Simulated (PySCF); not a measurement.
# M06-2X/aug-cc-pVTZ run of GaHClF (SMILES [F][GaH][Cl])

Aim: the vertical singlet–triplet gap of GaHClF at M06-2X/aug-cc-pVTZ, from 2 runs. 

The calculation is run with PySCF 2.14.0.

### 1 The molecule

GaHClF: 4 atoms, total charge 0, spin state singlet. SMILES: `[F][GaH][Cl]`. Geometry: relaxed at PBE0-D4/def2-TZVP.

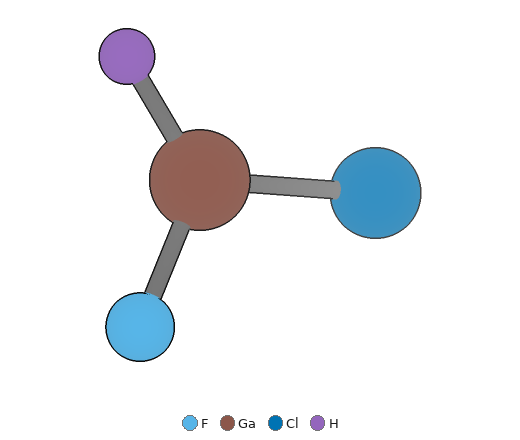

Viewed from a chosen angle; fluorine blue, gallium brown, chlorine blue, hydrogen purple.

### 2 The energy at M06-2X/aug-cc-pVTZ

Input file run.py:

```python
# [F][GaH][Cl]
from pyscf import gto, dft

molecule = gto.M(
    atom='F -1.686800 0.040400 0.266300; Ga 0.024200 0.133600 -0.059000; Cl 1.066200 -1.658900 0.391700; H 0.652000 1.424600 -0.619400',
    verbose=3,
    max_memory=1860,
    basis='aug-cc-pvtz',
    charge=0,
)

mf = dft.RKS(molecule)
mf.xc = 'm06-2x'
mf.conv_tol = 1e-10
mf.grids.level = 4
mf.kernel()
if not mf.converged:
    mf = mf.newton().run(mf.mo_coeff, mf.mo_occ)

e_tot = mf.e_tot
print('E(%s) = %.9f' % ('M06-2X', e_tot))
```

Run with:

```console
$ OMP_NUM_THREADS=1 python run.py
```

The log of the run:

```text
converged SCF energy = -2485.64459017707
E(M06-2X) = -2485.644590177
```

Wall time 60 s (1 thread of Arm Neoverse V1, shared host); peak memory 1.6 GiB.

### 3 The triplet, same level

Input file job.py:

```python
from pyscf import gto, dft

molecule = gto.M(
    atom=[
    ('F', (-1.686800, 0.040400, 0.266300)),
    ('Ga', (0.024200, 0.133600, -0.059000)),
    ('Cl', (1.066200, -1.658900, 0.391700)),
    ('H', (0.652000, 1.424600, -0.619400)),
],
    basis='aug-cc-pvtz',
    verbose=3,
    spin=2,
    charge=0,
    max_memory=1860,
)

mf = dft.UKS(molecule, xc='m06-2x')
mf.conv_tol = 1e-10
mf.grids.level = 4
mf.kernel()
if not mf.converged:
    mf = mf.newton().run(mf.mo_coeff, mf.mo_occ)

etot = mf.e_tot
print('E = %.10f Eh' % etot)
```

Run with:

```console
$ OMP_NUM_THREADS=1 python job.py
```

The log of the run:

```text
WARN: HOMO -0.0456397116429463 >= LUMO -0.378043499491554

WARN: HOMO -0.177561791583562 >= LUMO -0.305056125211813

WARN: HOMO -0.167566231471548 >= LUMO -0.316525129805493

WARN: HOMO -0.152538199405491 >= LUMO -0.297147153287844

WARN: HOMO -0.153052163714282 >= LUMO -0.272642657516524

WARN: HOMO -0.155397589761904 >= LUMO -0.269830595761404

WARN: HOMO -0.155645798660053 >= LUMO -0.267664064539929

WARN: HOMO -0.15525700424852 >= LUMO -0.266484736215746

WARN: HOMO -0.15505532445035 >= LUMO -0.266099080876911

WARN: HOMO -0.154398548102268 >= LUMO -0.26600417664566

WARN: HOMO -0.153898543466314 >= LUMO -0.266324375974971

WARN: HOMO -0.153563374133952 >= LUMO -0.266314576912769

WARN: HOMO -0.152865392518811 >= LUMO -0.266772102072167

WARN: HOMO -0.152760258820734 >= LUMO -0.266760331537382

WARN: HOMO -0.152687846637431 >= LUMO -0.26677928018861

WARN: HOMO -0.152646110948083 >= LUMO -0.266783327998487

WARN: HOMO -0.152651656630622 >= LUMO -0.266864416339844

WARN: HOMO -0.152628272882833 >= LUMO -0.266875380264567

WARN: HOMO -0.152595626837451 >= LUMO -0.266856728603756

WARN: HOMO -0.152591035859148 >= LUMO -0.266857999286163

WARN: HOMO -0.152586634138409 >= LUMO -0.266869043235893

WARN: HOMO -0.152585506969787 >= LUMO -0.266868474044662

WARN: HOMO -0.152584355290784 >= LUMO -0.266870026474798

WARN: HOMO -0.152583387264576 >= LUMO -0.266870335949536

WARN: HOMO -0.152583563222507 >= LUMO -0.266870169739754

WARN: HOMO -0.152583441232803 >= LUMO -0.26687023296296

converged SCF energy = -2485.38743691147  <S^2> = 2.0119876  2S+1 = 3.0079811
E = -2485.3874369115 Eh
```

It took 4.1 min on 1 thread of Arm Neoverse V1, shared host; peak memory 1.6 GiB.

### 4 What came out

At M06-2X/aug-cc-pVTZ:

```
                                        quantity           value
                           singlet: total energy  -2485.64459 Eh
                          singlet: dipole moment          2.26 D
                            singlet: HOMO energy       -10.77 eV
                            singlet: LUMO energy        -1.22 eV
                          singlet: HOMO–LUMO gap         9.55 eV
                           triplet: total energy  -2485.38744 Eh
                          triplet: dipole moment          2.59 D
     triplet: HOMO energy (highest over α and β)        -4.15 eV
                                   triplet: ⟨S²⟩           2.012
vertical energy of the triplet above the singlet        6.997 eV
```

At this shape the triplet lies 7.00 eV (675 kJ/mol) above the singlet. Mulliken charges (singlet) run from -0.57 on F1 to +0.79 on Ga2; in a basis this large or diffuse they mean little. Mulliken charges (triplet) run from -0.52 on F1 to +0.34 on Ga2; in a basis this large or diffuse they mean little.
